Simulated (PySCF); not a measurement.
# C₄H₉NSSi₂: NMR shifts and electronic excitations in gas and solvents

Aim: compute the NMR shifts and electronic excitations of C₄H₉NSSi₂ (`CS[SiH2]/C=C(\[SiH3])C#N`), and see what a dielectric continuum does where one was used.

Programs: PySCF 2.14.0, with density-fitted response routines of our own. Each step states its level of theory. These are calculated values for one molecule, in the gas phase or a continuum, unless marked as measured. Atoms are numbered from 0 throughout.

### Step 1. The starting structure

17 atoms, charge 0, multiplicity 1; geometry from: GFN2-xTB.

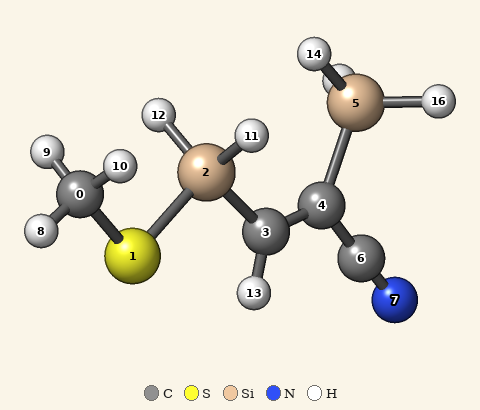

As it starts; carbon grey, sulfur yellow, silicon light orange, nitrogen blue, hydrogen white, atoms numbered.

### Step 2. Geometry optimisation at PBE0-D3(BJ)/def2-SVP

The job: settings as JSON, then the geometry in Å.

```
{"job": {"xc": "PBE0", "basis": "def2-SVP", "d3": "d3bj", "grid": 1, "kind": "geom"}, "charge": 0, "multiplicity": 1}
C     -3.825415    -0.151903    -0.005611
S     -2.405065    -1.266202     0.197332
Si    -0.804619     0.135652    -0.058879
C      0.722032    -0.918670     0.194426
C      1.993381    -0.497669     0.134014
Si     2.638844     1.247995    -0.235976
C      3.027942    -1.427400     0.359408
N      3.893557    -2.159830     0.539799
H     -4.718921    -0.749028     0.141753
H     -3.821602     0.267943    -1.006514
H     -3.778372     0.636994     0.738296
H     -0.955458     1.187336     0.948489
H     -0.898678     0.711751    -1.401340
H      0.541633    -1.967610     0.415270
H      1.486544     2.136048    -0.374088
H      3.406742     1.175976    -1.478529
H      3.490457     1.650647     0.882243
```

Output:

```text
step   0  E = -1188.65407317  max force = 0.025780
step   1  E = -1188.65849854  max force = 0.003134
step   2  E = -1188.65849754  max force = 0.001941
step   3  E = -1188.65863072  max force = 0.000850
step   4  E = -1188.65864457  max force = 0.000373
optimisation converged
```

Wall time 2.1 min (1 thread, shared host).

Step by step:

```tsv
step	energy from step 0 (eV)	largest force component (eV/Å)
0	0.0000	1.3257
1	-0.1204	0.1612
2	-0.1204	0.0998
3	-0.1240	0.0437
4	-0.1244	0.0192
```

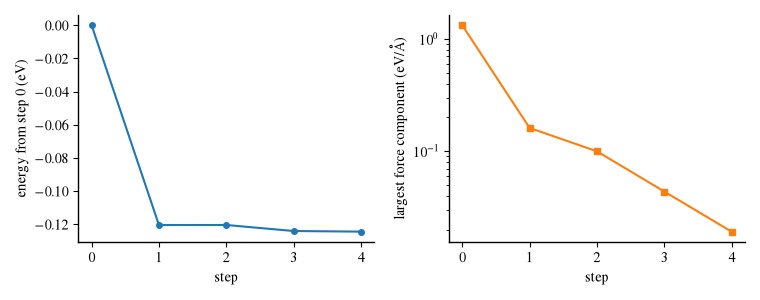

Energy and force, step by step.

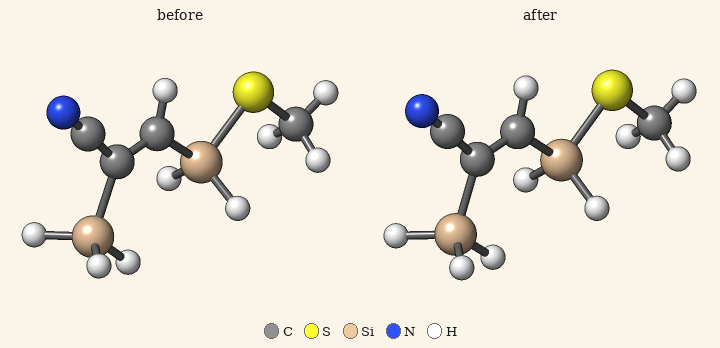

Before and after, at one scale.

Close pairs (by a distance rule), those that changed most:

```tsv
bond	before (Å)	after (Å)	change (Å)
Si2–H11	1.464	1.496	+0.032
Si2–H12	1.464	1.496	+0.032
Si5–H14	1.461	1.491	+0.030
Si5–H15	1.462	1.491	+0.028
Si5–H16	1.462	1.490	+0.028
C4–C6	1.409	1.431	+0.022
C0–H10	1.085	1.099	+0.014
C0–H9	1.085	1.099	+0.014
```

The end geometry stands in the next job.

```tsv
at the end point	value
point group (found at 0.08 Å tolerance)	C1
rotational constants (GHz, main isotopes)	2.444, 0.491, 0.414
dipole moment (D)	4.95
```

### Step 3. Nuclear shieldings: PBE0/pcSseg-1 in chloroform

The job: settings as JSON, then the geometry in Å.

```
{"job": {"kind": "nmr", "xc": "PBE0", "basis": "pcSseg-1", "solvent": "chloroform", "pop": true}, "charge": 0, "multiplicity": 1}
C     -3.811139    -0.295578    -0.317289
S     -2.399652    -1.427219    -0.102992
Si    -0.788188    -0.040101    -0.295762
C      0.745937    -1.097943    -0.021643
C      2.036026    -0.692596    -0.076117
Si     2.589018     1.079408    -0.460881
C      3.094517    -1.627813     0.156493
N      3.991170    -2.343053     0.336765
H     -4.719671    -0.899022    -0.192315
H     -3.819033     0.150515    -1.321804
H     -3.808394     0.497325     0.444192
H     -0.889917     1.050100     0.723670
H     -0.773643     0.599065    -1.647912
H      0.563177    -2.157508     0.207019
H      1.363020     1.917574    -0.597909
H      3.365788     1.089820    -1.733244
H      3.440499     1.584770     0.652912
```

With the program's defaults for keys left out, this is: GIAO PBE0/pcSseg-1 NMR shielding, non-relativistic, IEF-PCM chloroform.

Output:

```text
coarse grid: 15864 points
cycle   1  E = -1188.9565051535  dE =  5.745e-01  |g| = 4.203e-01  |ddm| = 3.873e+00
cycle   2  E = -1188.8721761025  dE =  8.433e-02  |g| = 7.588e-01  |ddm| = 1.075e+00
cycle   3  E = -1188.9976422237  dE = -1.255e-01  |g| = 1.304e-01  |ddm| = 6.711e-01
cycle   4  E = -1189.0014178449  dE = -3.776e-03  |g| = 3.586e-02  |ddm| = 1.413e-01
cycle   5  E = -1189.0017298693  dE = -3.120e-04  |g| = 6.582e-03  |ddm| = 3.840e-02
cycle   6  E = -1189.0017400971  dE = -1.023e-05  |g| = 2.161e-03  |ddm| = 8.143e-03
cycle   7  E = -1189.0017411634  dE = -1.066e-06  |g| = 5.562e-04  |ddm| = 2.717e-03
final grid: 139776 points
cycle   8  E = -1189.0493840677  dE = -2.007e-05  |g| = 6.813e-03  |ddm| = 2.426e-02
cycle   9  E = -1189.0493798130  dE =  4.255e-06  |g| = 7.919e-03  |ddm| = 1.325e-02
cycle  10  E = -1189.0493956267  dE = -1.581e-05  |g| = 6.444e-04  |ddm| = 7.153e-03
cycle  11  E = -1189.0493957203  dE = -9.356e-08  |g| = 2.145e-04  |ddm| = 7.365e-04
cycle  12  E = -1189.0493957298  dE = -9.574e-09  |g| = 9.292e-05  |ddm| = 2.406e-04
cycle  13  E = -1189.0493957319  dE = -2.050e-09  |g| = 2.804e-05  |ddm| = 8.632e-05
cycle  14  E = -1189.0493957320  dE = -1.278e-10  |g| = 1.491e-05  |ddm| = 3.240e-05
converged SCF energy = -1189.0493957320

GIAO shielding tensors (ppm)
atom      isotropic    diamagn.    paramagn.     s11        s22        s33       span
  0 C      171.222     248.720     -77.498    159.515    163.311    190.840     31.325
  1 S      714.577    1060.104    -345.527    619.964    637.177    886.589    266.625
  2 Si     380.529     881.214    -500.685    333.366    360.132    448.089    114.723
  3 C        7.921     259.982    -252.061   -114.773    -21.157    159.694    274.467
  4 C       51.908     258.482    -206.574    -64.964     56.096    164.592    229.557
  5 Si     418.742     879.050    -460.309    400.735    403.003    452.487     51.751
  6 C       58.612     257.114    -198.502    -66.887    -52.108    294.832    361.720
  7 N      -43.481     340.350    -383.831   -173.938   -169.064    212.561    386.499
  8 H       28.997      26.397       2.600     23.154     26.094     37.744     14.590
  9 H       29.139      28.255       0.884     23.574     26.868     36.975     13.401
 10 H       29.185      28.869       0.315     23.651     27.033     36.870     13.218
 11 H       26.069      30.553      -4.484     21.941     25.819     30.447      8.506
 12 H       26.049      30.246      -4.197     21.815     25.862     30.472      8.657
 13 H       23.574      31.855      -8.282     18.851     22.067     29.802     10.951
 14 H       26.928      29.048      -2.120     22.559     27.682     30.543      7.984
 15 H       26.908      27.050      -0.142     24.110     24.986     31.628      7.518
 16 H       26.923      27.320      -0.397     24.005     25.132     31.633      7.628
```

Run time: 72 s. Hardware: 1 thread, shared host.

The references, computed at this level on geometries of the same kind, shield at (ppm): 1H TMS 31.25, 13C TMS 185.2, 29Si TMS 351.9, 15N NH3 267.8, 33S CS2 495. Their shielding less the atom's gives the shift. The references are single molecules in the same continuum, so shifts against H2O, NH3, PH3, H3PO4 or CFCl3 are not on the usual liquid scales and can be off by tens of ppm. Atoms listed in one row are averaged.

```tsv
atoms	environment	σ (ppm)	δ (ppm)
C3	alkene CH	7.9	177.2
C4	fully substituted alkene carbon	51.9	133.3
C6	nitrile carbon	58.6	126.6
C0	methyl carbon bonded to S	171.2	13.9
H13	hydrogen on an alkene CH	23.57	7.67
H11, H12	hydrogen on a silicon bonded to C, S	26.06	5.19
H14, H15, H16	hydrogen on a silicon bonded to C	26.92	4.33
H8, H9, H10	hydrogen on a methyl carbon bonded to S	29.11	2.14
S1	sulfur bonded to C, Si	715	-219
Si2	silicon bonded to C, S, 2 H	380.5	-28.7
Si5	silicon bonded to C, 3 H	418.7	-66.9
N7	nitrile nitrogen	-43.5	311.3
```

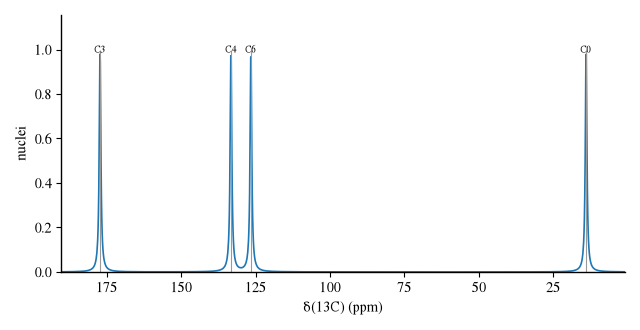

13C lines at the computed shifts, without couplings. Lines are broadened to a width of 0.65 ppm (Lorentzian).

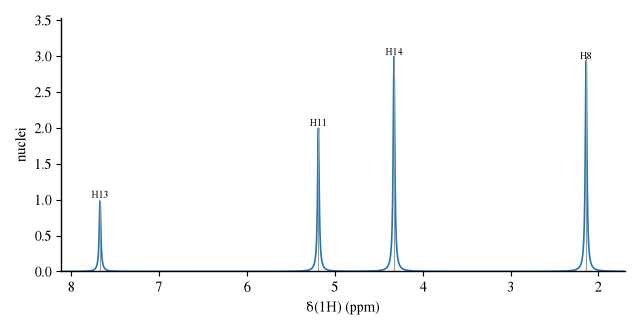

1H lines at the computed shifts, without couplings. Lines are broadened to a width of 0.02 ppm (Lorentzian).

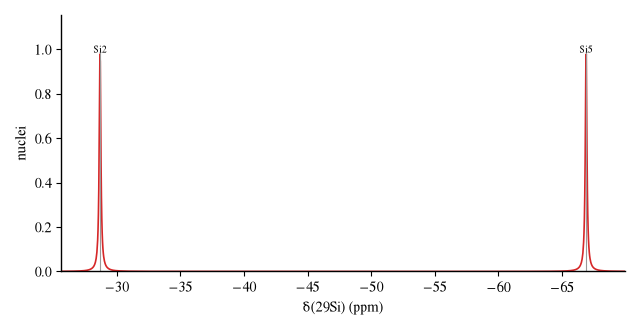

29Si lines at the computed shifts, without couplings. Lines are broadened to a width of 0.15 ppm (Lorentzian).

Charges from the same density, by scheme (e):

```tsv
atoms	Mulliken	IAO	Hirshfeld	ESP fit
C0	-0.41	-0.49	-0.11	-0.29
S1	-0.34	-0.18	-0.11	-0.31
Si2	0.60	0.67	0.31	0.40
C3	-0.30	-0.35	-0.09	-0.29
C4	-0.45	-0.29	-0.07	-0.19
Si5	0.60	0.61	0.33	0.42
C6	0.17	0.16	0.08	0.45
N7	-0.30	-0.29	-0.26	-0.53
```

Mulliken charges:

C0 -0.41; S1 -0.34; Si2 0.60; C3 -0.30; C4 -0.45; Si5 0.60; C6 0.17; N7 -0.30; H8 0.18; H9 0.17; H10 0.17; H11 -0.03; H12 -0.04; H13 0.17; H14 -0.08; H15 -0.05; H16 -0.06

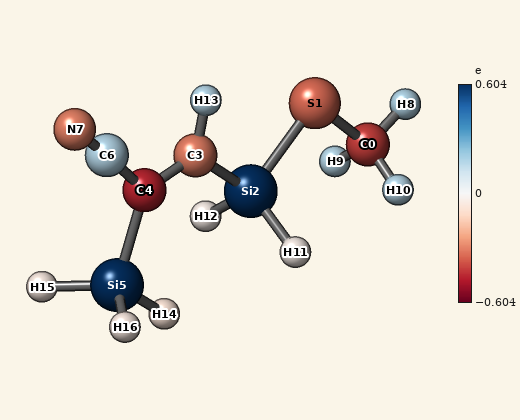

Mulliken charges, as colours on the atoms.

Mayer bond orders: C0–S1 0.99, S1–Si2 0.97, Si2–C3 0.85, C3–C4 1.85, C4–Si5 0.81, C4–C6 1.05, C6–N7 3.00.

### Step 4. Excited states and response: B3LYP/def2-SVPD

The job, as its differences from that of step 3:

```diff
@@ -1,2 +1,2 @@
-{"job": {"kind": "nmr", "xc": "PBE0", "basis": "pcSseg-1", "solvent": "chloroform", "pop": true}, "charge": 0, "multiplicity": 1}
+{"job": {"kind": "uv", "xc": "B3LYP", "basis": "def2-SVPD", "dynamic": true, "nstates": 6, "ntriplets": 0}, "charge": 0, "multiplicity": 1}
 C     -3.811139    -0.295578    -0.317289
```

With the program's defaults for keys left out, this is: TDDFT B3LYP/def2-SVPD, vertical, gas phase, core orbitals frozen in the response.

Output:

```text
coarse grid: 15864 points
cycle   1  E = -1189.1559461507  dE =  5.179e-01  |g| = 4.645e-01  |ddm| = 6.141e+00
cycle   2  E = -1188.9894488572  dE =  1.665e-01  |g| = 9.661e-01  |ddm| = 2.087e+00
cycle   3  E = -1189.2066506006  dE = -2.172e-01  |g| = 1.787e-01  |ddm| = 1.342e+00
cycle   4  E = -1189.2140956159  dE = -7.445e-03  |g| = 4.826e-02  |ddm| = 2.983e-01
cycle   5  E = -1189.2147175733  dE = -6.220e-04  |g| = 1.326e-02  |ddm| = 9.333e-02
cycle   6  E = -1189.2147581644  dE = -4.059e-05  |g| = 6.546e-03  |ddm| = 3.159e-02
cycle   7  E = -1189.2147699050  dE = -1.174e-05  |g| = 1.239e-03  |ddm| = 1.173e-02
cycle   8  E = -1189.2147703495  dE = -4.445e-07  |g| = 2.834e-04  |ddm| = 2.924e-03
final grid: 139776 points
cycle   9  E = -1189.3616379637  dE = -2.394e-05  |g| = 3.460e-03  |ddm| = 9.611e-02
cycle  10  E = -1189.3616358585  dE =  2.105e-06  |g| = 4.444e-03  |ddm| = 1.265e-02
cycle  11  E = -1189.3616411194  dE = -5.261e-06  |g| = 8.965e-04  |ddm| = 6.437e-03
cycle  12  E = -1189.3616412870  dE = -1.675e-07  |g| = 3.401e-04  |ddm| = 1.393e-03
cycle  13  E = -1189.3616413119  dE = -2.487e-08  |g| = 7.101e-05  |ddm| = 5.197e-04
cycle  14  E = -1189.3616413133  dE = -1.457e-09  |g| = 1.895e-05  |ddm| = 1.662e-04
cycle  15  E = -1189.3616413134  dE = -9.754e-11  |g| = 7.241e-06  |ddm| = 4.156e-05
converged SCF energy = -1189.3616413134

Static polarisability (au): isotropic 135.132, principal 93.673 124.686 187.036

Singlet excitations
state   eV       nm        f      main configurations
  1   3.8452    322.4   0.01967   H->L 1.00
  2   5.2693    235.3   0.00004   H->L+1 0.50, H-3->L 0.34, H-2->L 0.09
  3   5.2967    234.1   0.00351   H-3->L 0.47, H->L+1 0.39
  4   5.4731    226.5   0.42154   H-1->L 0.92
  5   5.4981    225.5   0.00254   H-2->L 0.79, H-3->L 0.17
  6   5.7290    216.4   0.00401   H-4->L 0.94
```

Run time: 1.7 min. Hardware: 1 thread, shared host.

The orbitals next to the gap, with their largest atomic shares:

```tsv
orbital	eV	atoms
HOMO−3	-9.07	N7 27 %, C6 19 %, C4 18 %
HOMO−2	-8.76	S1 56 %, Si2 15 %, C0 10 %
HOMO−1	-8.13	C3 26 %, C4 23 %, N7 20 %
HOMO	-7.04	S1 70 %, C0 10 %, Si2 10 %
LUMO	-2.50	C3 33 %, C4 24 %, N7 11 %
LUMO+1	-0.72	S1 23 %, Si2 16 %, Si5 11 %
LUMO+2	-0.21	Si5 18 %, N7 15 %, H14 12 %
```

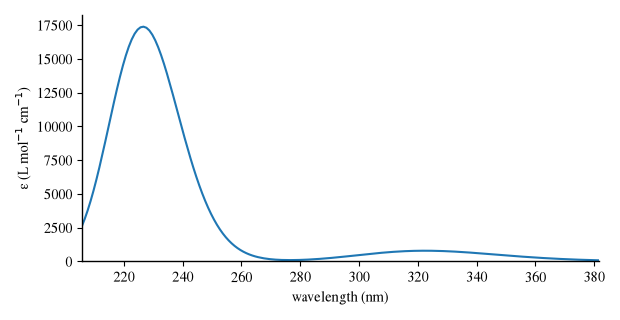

Absorption spectrum: each of the 6 states is a Gaussian band of 0.4 eV half-width at 1/e. Beyond the last state computed it falls off for lack of states.

Ground-state properties from the same run:

```tsv
property	computed
dipole moment (D)	5.17
polarisability (Å³)	20.02
HOMO–LUMO gap (eV)	4.53
−ε(HOMO) (eV)	7.04
C6 with itself (au)	6061
```

### Step 5. Excited states and response: B3LYP/def2-SVPD in chloroform

The job, as its differences from that of step 4:

```diff
@@ -1,2 +1,2 @@
-{"job": {"kind": "uv", "xc": "B3LYP", "basis": "def2-SVPD", "dynamic": true, "nstates": 6, "ntriplets": 0}, "charge": 0, "multiplicity": 1}
+{"job": {"kind": "uv", "xc": "B3LYP", "basis": "def2-SVPD", "solvent": "chloroform", "nstates": 6, "ntriplets": 0}, "charge": 0, "multiplicity": 1}
 C     -3.811139    -0.295578    -0.317289
```

With the program's defaults for keys left out, this is: TDDFT B3LYP/def2-SVPD, vertical, IEF-PCM chloroform (non-equilibrium linear response), core orbitals frozen in the response.

Output:

```text
coarse grid: 15864 points
cycle   1  E = -1189.1710918938  dE =  5.032e-01  |g| = 4.428e-01  |ddm| = 6.144e+00
cycle   2  E = -1189.0592794500  dE =  1.118e-01  |g| = 8.336e-01  |ddm| = 1.983e+00
cycle   3  E = -1189.2160139451  dE = -1.567e-01  |g| = 1.633e-01  |ddm| = 1.185e+00
cycle   4  E = -1189.2222207982  dE = -6.207e-03  |g| = 4.093e-02  |ddm| = 2.661e-01
cycle   5  E = -1189.2226644284  dE = -4.436e-04  |g| = 9.397e-03  |ddm| = 7.588e-02
cycle   6  E = -1189.2226866865  dE = -2.226e-05  |g| = 3.492e-03  |ddm| = 2.298e-02
cycle   7  E = -1189.2226898018  dE = -3.115e-06  |g| = 1.267e-03  |ddm| = 7.792e-03
final grid: 139776 points
cycle   8  E = -1189.3695223525  dE = -2.243e-05  |g| = 4.409e-03  |ddm| = 9.499e-02
cycle   9  E = -1189.3695149857  dE =  7.367e-06  |g| = 6.844e-03  |ddm| = 1.755e-02
cycle  10  E = -1189.3695273720  dE = -1.239e-05  |g| = 1.111e-03  |ddm| = 1.037e-02
cycle  11  E = -1189.3695276715  dE = -2.995e-07  |g| = 2.423e-04  |ddm| = 1.719e-03
cycle  12  E = -1189.3695276807  dE = -9.181e-09  |g| = 1.422e-04  |ddm| = 4.656e-04
cycle  13  E = -1189.3695276852  dE = -4.527e-09  |g| = 4.642e-05  |ddm| = 2.015e-04
cycle  14  E = -1189.3695276858  dE = -5.591e-10  |g| = 5.141e-06  |ddm| = 8.933e-05
converged SCF energy = -1189.3695276858

Static polarisability (au): isotropic 168.778, principal 120.024 158.832 227.478

Singlet excitations
state   eV       nm        f      main configurations
  1   3.7825    327.8   0.02285   H->L 1.00
  2   5.3230    232.9   0.00106   H-3->L 0.49, H-2->L 0.29, H->L+1 0.16
  3   5.3685    230.9   0.00851   H->L+1 0.66, H-3->L 0.14, H->L+2 0.09
  4   5.4028    229.5   0.54917   H-1->L 0.92
  5   5.4245    228.6   0.01283   H-2->L 0.61, H-3->L 0.35
  6   5.7960    213.9   0.00276   H-4->L 0.95
```

It took 95 s on 1 thread, shared host.

In short: HOMO -6.88 eV, LUMO -2.40 eV; lowest singlet 3.78 eV.

### Step 6. Run by run: electronic excitations

Excitations and ground-state properties, with basis size and wall time:

```tsv
run	lowest singlet (eV)	brightest (eV)	f	gap (eV)	α (Å³)	μ (D)	functions	time
B3LYP/def2-SVPD	3.85	5.47	0.422	4.53	20.02	5.17	247	1.7 min
B3LYP/def2-SVPD in chloroform	3.78	5.40	0.549	4.48	25.01	6.43	247	95 s
```

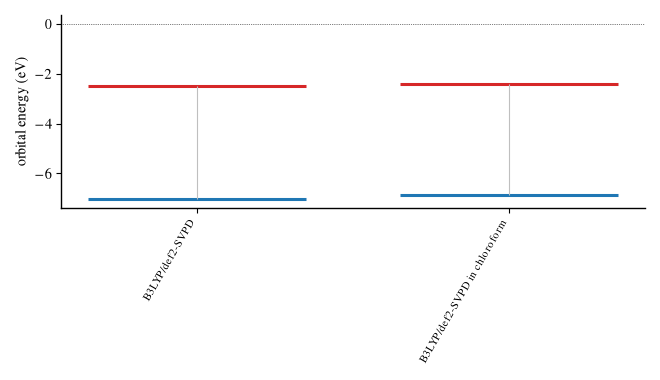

HOMO (blue) and LUMO (red) run by run.

### Step 7. Results

| quantity | value |
| --- | --- |
| point group | C1 |
| rotational constants (main isotopes) | 2.44, 0.49, 0.41 GHz |
| 13C shifts against TMS (PBE0/pcSseg-1, chloroform) | 177.2, 133.3, 126.6, 13.9 ppm |
| 1H shifts against TMS (PBE0/pcSseg-1, chloroform, means over atoms taken as alike) | 7.67, 5.19, 4.33, 2.14 ppm |
| 33S shifts against CS2 (PBE0/pcSseg-1, chloroform) | -219 ppm |
| 29Si shifts against TMS (PBE0/pcSseg-1, chloroform) | -28.7, -66.9 ppm |
| 15N shifts against NH3 (PBE0/pcSseg-1, chloroform) | 311.3 ppm |
| lowest singlet (B3LYP/def2-SVPD) | 3.85 eV (322 nm), f = 0.020 |
| brightest single state of those computed | state 4, 5.47 eV, f = 0.422 |
| range of the lowest singlet | 3.78 to 3.85 eV |

The optimisation took 4 steps and gained 0.124 eV; among the close pairs (by a distance rule), Si2–H11 changed most, from 1.464 to 1.496 Å. No frequency check was run at this level, so the end point may be a saddle. The most deshielded hydrogen is H13 (hydrogen on an alkene CH), at 7.67 ppm: olefinic region. At PBE0/pcSseg-1: The widest tensor belongs to N7: span 386 ppm, with a paramagnetic part of -384 ppm. The lowest singlet, at 3.85 eV, is HOMO→LUMO 1.00 and is weak; of the 6 states computed, the strongest absorption comes from state 4 at 5.47 eV. The lowest singlet runs from 3.78 eV (B3LYP/def2-SVPD in chloroform) to 3.85 eV (B3LYP/def2-SVPD), while the orbital gap spans 4.48 to 4.53 eV. The lowest state need not be the same one in every run.
